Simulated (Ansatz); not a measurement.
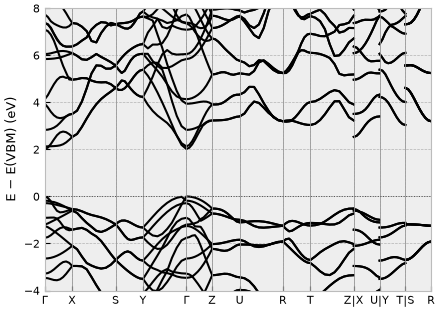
Fig. 1. Band structure from DFT-r²SCAN+D4 in the program Ansatz with PAW potentials

Question: Read off the gap and where the band edges lie.

Answer: About 2.0 eV (2.02 eV by a search for the band edges); maximum at Γ, minimum at Γ.

The material is ZnSe in space group Pnma (No. 62; Zn on 4c, Se on 4c).

The start of the workflow was typed in or built on a structure type; neither database checked (COD, Materials Project) lists it. It is not the phase usual at ambient conditions (space group No. 216). The r²SCAN+D4 relaxation kept the symmetry of its start; whether a distortion lowers the energy is not shown. Spin–orbit coupling is left out wherever it is not named.

Potentials: the later of the program's two PAW sets.
